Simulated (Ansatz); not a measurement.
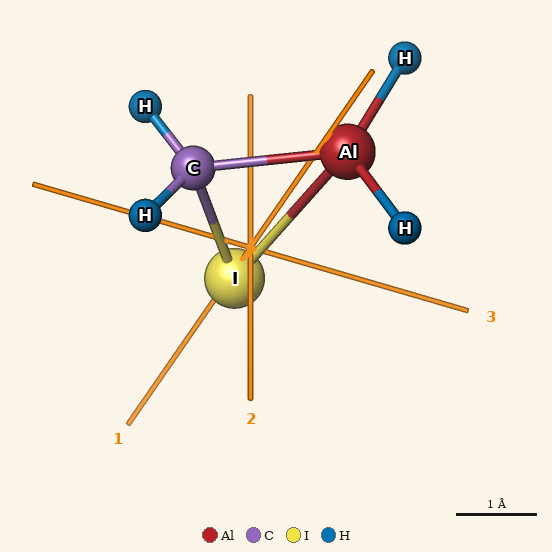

The three principal axes of inertia are drawn and numbered. Depth is shown by fading: the farther an atom, the more it takes the colour of the background. The geometry was computed by an optimisation with PBE0-D4/def2-TZVP. No frequency run is at hand to confirm it as a minimum. Masses are those of the most abundant isotopes; constants are for the rigid equilibrium geometry.

> Which line is the a axis (least moment of inertia), which b and which c?

a is line 1, b is line 3, c is line 2; the moments are 38.2, 215, 242 u Å².

> Classify the rotor and give the rotational constants (GHz).

An asymmetric top (Cs): A = 13.2, B = 2.35, C = 2.09 GHz. Ray's parameter κ is −0.95, close to the prolate limit.
